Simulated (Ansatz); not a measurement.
A series of calculations on BSiH5ClF

**1. Relaxation**

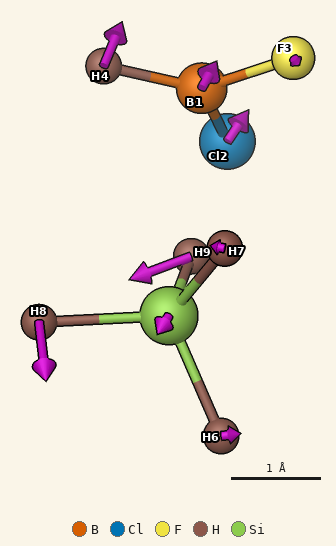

This is a relaxation of BSiH₅ClF. The starting structure is drawn; purple arrows show the displacements, at their true length. The two geometries are superimposed by the best rigid fit.

Style: ball-and-stick. Shown from a free direction.

The run prepares an end point of a later path (reaction) calculation, from a guessed geometry.

Level of theory: RKS PBE0-D4/6-31G* in Ansatz 0.2.0. Settings: no spin polarisation; force threshold 0.03 eV/Å; at most 50 steps.

**Atoms of which element are displaced furthest, and by how much?**

Hydrogen: up to 0.88 Å, against 0.48 Å for chlorine.

**What happened in the run?**

The largest move after the best rigid fit is that of an H atom, 0.88 Å. Largest moves by element: H 0.88 Å, Cl 0.48 Å, B 0.45 Å, Si 0.31 Å, F 0.14 Å. Some distances before and after: B–Cl 1.822 → 1.749 Å, H–Si 1.474 → 1.490 Å. Among the angles between lasting bonds that change: H–Si–H 107.0° → 109.1°. The energy falls by 4.30 kcal/mol in 19 accepted moves (26 points after the start). Largest force component: 0.97 eV/Å at the start, 0.014 eV/Å at the end. The line search rejected the trial steps at points 8, 9, 11, 12, 18, 19, 25 of the run. The forces were under the threshold at step 7, but the run went on from there. Cost: 84 s on 1 thread of Arm Neoverse V2, on a shared host, peak memory 0.15 GiB.

**2. Relaxation**

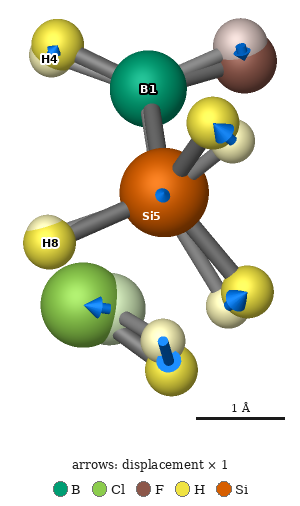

A relaxation of BSiH$_{5}$ClF. The starting structure is drawn faded, the final one solid; blue arrows show the displacements, at their true length. The two geometries are superimposed by the best rigid fit.

A ball-and-stick model, seen from a free direction.

The run prepares an end point of a later path (reaction) calculation, from a guessed geometry.

These are results of RKS PBE0-D4/6-31G* (Ansatz 0.2.0), not measurements.

Input
```yaml
crystal:
  periodic: [false, false, false]
  atoms:
    - { symbol: B, position_ang: [0.051083, 0.446845, -0.298062] }
    - { symbol: Cl, position_ang: [-0.315698, -0.441515, 2.607203] }
    - { symbol: F, position_ang: [1.204133, -0.148886, -0.570859] }
    - { symbol: H, position_ang: [-0.955758, -0.154089, -0.547626] }
    - { symbol: Si, position_ang: [0.083802, 2.292085, 0.41918] }
    - { symbol: H, position_ang: [0.820409, 2.359367, 1.729381] }
    - { symbol: H, position_ang: [0.831967, 3.189468, -0.507776] }
    - { symbol: H, position_ang: [-1.269582, 2.872029, 0.65567] }
    - { symbol: H, position_ang: [0.192144, 0.791496, 2.619589] }
basis:
  gaussian: { orbitals: "6-31G*" }
hamiltonian:
  xc: pbe0
  dispersion: d4
relax:
  f_tol: 0.03
  max_steps: 50
```

Run as
```bash
ansatz run input.yaml --threads 1 --pin off --max-ram 2048MiB --backend cpu --events-out ev --progress --plain --runs-dir out
```

Q: Atoms of which element are displaced furthest, and by how much?

A: Hydrogen: up to 0.79 Å, against 0.32 Å for chlorine.

Q: What did the optimiser do to the structure, and how much energy did it gain?

A: The energy falls by 0.117 eV in 13 accepted moves (14 points after the start). Largest force component: 1.1 eV/Å at the start, 0.018 eV/Å at the end. The line search rejected the trial step at point 12 of the run. The forces were under the threshold at step 11, but the run went on from there. The largest move after the best rigid fit is that of H9, 0.79 Å. By element the largest moves are H 0.79 Å, Cl 0.32 Å, F 0.20 Å, Si 0.15 Å, B 0.05 Å. Some distances before and after: B1–Si5 1.980 → 2.038 Å, Cl2–H9 1.334 → 1.286 Å, Si5–H6 1.505 → 1.496 Å. The run took 51 s on 1 thread of Arm Neoverse V2 (shared host), peak memory 0.15 GiB.

**3. Path**

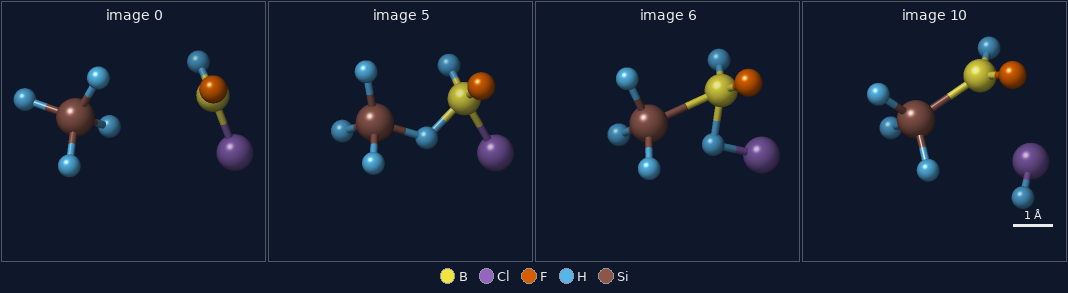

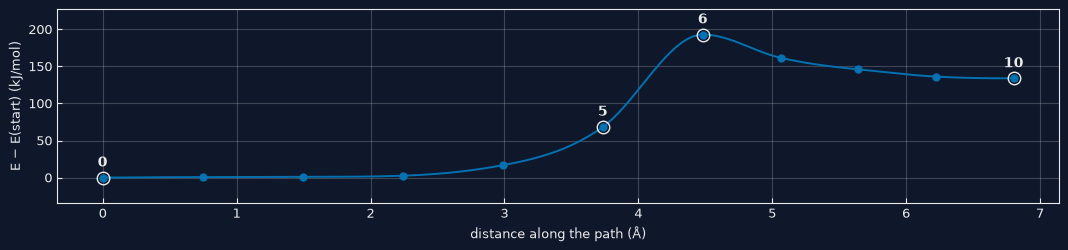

NEB run on BSiH5ClF, made up at the start of BHClF and SiH4. Images are numbered from 0 (start) to 10 (end). The picture is a ball-and-stick view, seen from a free direction.

Level of theory: RKS PBE0-D4/6-31G* (Ansatz). Set-up: 9 movable images; climbing image; force threshold 0.03 eV/Å; iteration limit 59; starting path through a guess of the saddle point.

Q: Read off the barrier and say what moves.

A: The energy climbs by 193.0 kJ/mol to image 6 and then falls by 59.1 kJ/mol, so the end point sits at +133.9 kJ/mol. Breaking: B–Cl (1.75 → 3.04 Å), H–Si (1.49 → 3.58 Å). Forming: B–Si (3.88 → 2.04 Å), Cl–H (3.46 → 1.29 Å). The band converged in 48 iterations. The largest component of the band force went from 13 to 0.027 eV/Å. The climbing image converged on the top of the path. Its vibrational analysis gives one imaginary mode (742i cm⁻¹), as a transition state must have.

Limits of the set-up: the start holds two separate molecules, 2.8 Å apart at their closest, whose relative position is a soft coordinate.

Cost: 20 min on 1 thread of Arm Neoverse V2 (shared host), peak memory 0.17 GiB.
